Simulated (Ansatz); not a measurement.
Consider WI2 (1T sheet).

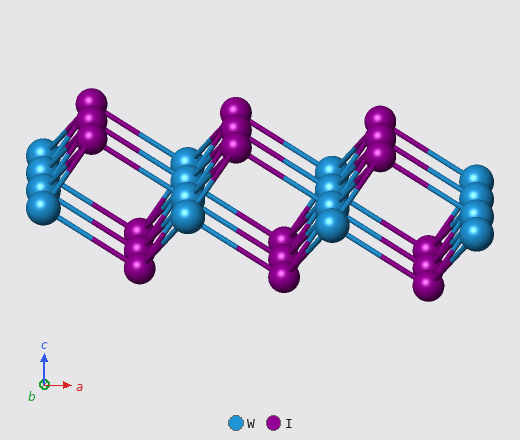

The structure (tungsten blue, iodine purple). 3×3×1 cells are drawn. Some periodic images of atoms are drawn too.

The cell holds 3 atoms: 1 W and 2 I. Its edges and angles: a = 4.018 Å, b = 4.018 Å, c = 30.818 Å, α = 90.0°, β = 90.0°, γ = 120.0°. Vacuum lies along c.

```xyz
3
Lattice="0.0000 2.8410 2.8410 2.8410 -2.8410 0.0000 17.7930 17.7930 -17.7930" Properties=species:S:1:pos:R:3
W     5.6318    5.6318   -5.6318
I     8.3705    5.5296   -5.5296
I     5.7341    5.7341   -2.8931
```

The structure was relaxed with PBEsol. The structure was generated from a model, not taken from a measurement. The runs that relaxed it are not among those shown. The program's search for lower electronic states was switched off, so nothing shows that the state found is the lowest. Spin-orbit coupling is left out unless a run names it. PAW set soft_2, made with PBE.

A constrained-RPA run (Ansatz 0.2.0; non-magnetic PBEsol; W t2g + anion p, bands v8 to c1, 6×6×1 mesh, medium accuracy) builds 9 functions on bands 7.6 eV wide, with 16.0 electrons in the window. The bare on-site interaction is 10.9 eV and the bare J 0.42 eV.

Estimate U, U′ and J.

On the W t2g shell, U = 2.95 eV (27 % of the bare value), U′ = 2.33 eV, J = 0.28 eV.

The parent state is non-magnetic and the interaction static (zero frequency); U depends on the window and the orbitals, so it belongs to this model alone. Spin-orbit coupling, which is strong for atoms this heavy, is left out. A window that holds the anion p bands defines a model with explicit ligands; its U belongs to that model and is not the U of DFT+U.

[Paths, hosts, dates, memory and timing lines, banners, echoed tables and standing remarks are left out of the program output.]

[Logs are printed without paths, hosts, clocks, repeated set-up lines and the standing remarks that a program may print on its own settings, such as how far it seeks lower states.]

[Runs of the session that timed out or met a known fault of the program may be left out.]

[Hosts, paths, dates, database ids (printed as entryN), source tags and the programs' standing remarks are cut or masked in the printed files.]
